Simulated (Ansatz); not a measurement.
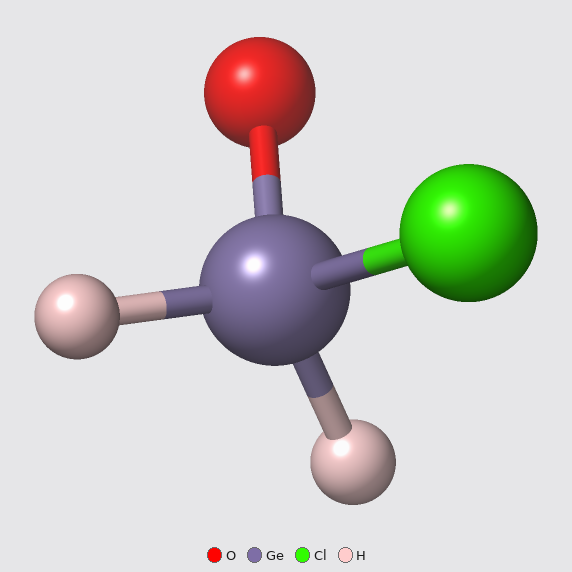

Charge 0, doublet. Geometry: atoms displaced at random (about 0.02 Å) from a stationary point of PBE0-D4. Program: Ansatz 0.2.0.

Compare dipole (D) at these levels: PBE-D4/def2-TZVPP; PBE0-D4/def2-TZVPP; r2SCAN-D4/def2-TZVPP; ωB97M-V/def2-TZVPP.

```csv
level,dipole (D)
PBE-D4/def2-TZVPP,2.19
PBE0-D4/def2-TZVPP,2.12
r2SCAN-D4/def2-TZVPP,2.13
ωB97M-V/def2-TZVPP,2.12
```
